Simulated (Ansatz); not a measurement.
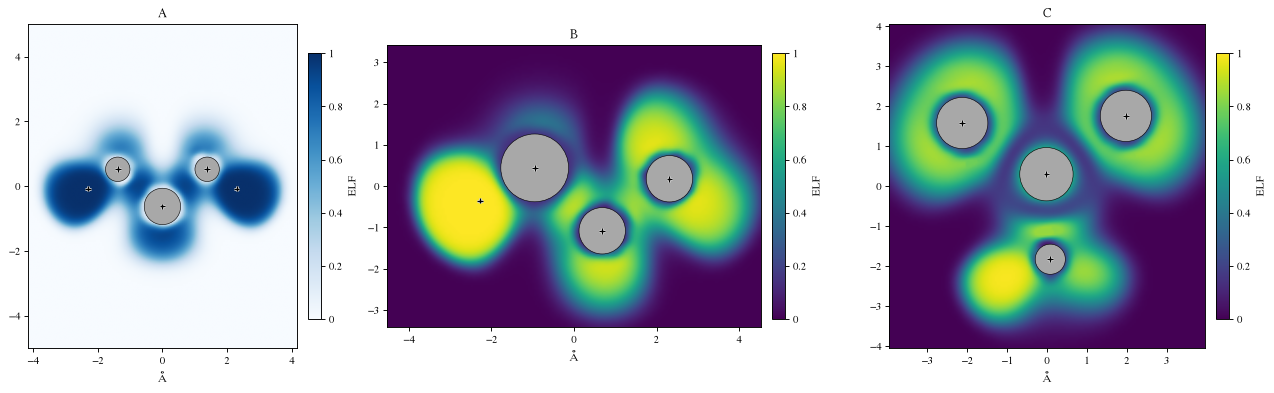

The electron localisation function of 3 systems, each on a plane through atoms (crosses mark nuclei in the plane; grey discs cover the cores).

Theory: RKS PBE0-D4/def2-TZVPP (Ansatz 0.2.0).

System 1: GeH₄S₂, the plane of atoms S1, S2 and Ge3. Geometry: PBE0-D4/def2-TZVP.

```tsv
atom	x (Å)	y (Å)	z (Å)
S	-1.0852	-1.9651	0.0025
S	-1.4183	-0.0006	0.5188
Ge	0.6467	0.8033	0.2332
H	-1.3180	-1.8616	-1.3200
H	1.0360	0.6499	-1.2445
H	0.5857	2.2858	0.6352
H	1.6146	0.0204	1.1291
```

System 2: C₂H₉InS, the plane of atoms C1, S2 and C3. Geometry: PBE0-D4/def2-TZVP; core potentials replace the inner electrons of In.

```xyz
13

C    -0.4671    1.5627   -0.5619
S    -0.6886    0.2862    0.6817
C     0.9463    0.2636    1.4244
In   -0.5837   -1.9741   -0.8727
H    -1.3997    1.6275   -1.1214
H    -0.2655    2.5194   -0.0791
H     0.3374    1.2971   -1.2478
H     0.9447   -0.5270    2.1740
H     1.1476    1.2209    1.9063
H     1.7062    0.0382    0.6763
H    -0.5885   -1.0908   -2.3694
H    -2.0229   -2.7770   -0.3539
H     0.9542   -2.4817   -0.2417
```

System 3: CH₃Br₂In (SMILES [CH3][In]([Br])[Br]), the plane of atoms C1, In2 and Br3. Geometry: PBE0-D4/def2-TZVP; core potentials replace the inner electrons of In.

```yaml
atoms:
  - { symbol: C, position_ang: [-0.1424, 1.1422, -0.0546] }
  - { symbol: In, position_ang: [0.1119, -0.9695, 0.0519] }
  - { symbol: Br, position_ang: [1.9506, -2.0646, 1.2755] }
  - { symbol: Br, position_ang: [-1.3876, -2.5913, -1.0424] }
  - { symbol: H, position_ang: [-1.1758, 1.3688, -0.3109] }
  - { symbol: H, position_ang: [0.1208, 1.5824, 0.9060] }
  - { symbol: H, position_ang: [0.5225, 1.5321, -0.8255] }
```

> Which map belongs to which system?

Panel A is system 2, C₂H₉InS: the plane holds C, S and H. C–S (1.80 Å): the ELF peaks at about 0.90 between the atoms; a covalent bond. Panel B is system 1, GeH₄S₂: the plane holds S, Ge and H. S–S (2.06 Å): the ELF peaks at about 0.85 between the atoms (localised, covalent bonding). Panel C is system 3, CH₃Br₂In: the plane holds C, In and Br. C–In (2.13 Å): the ELF peaks at about 0.85 in the valence shell of C, 0.6 Å from its nucleus, and is about 0.35 at the midpoint.
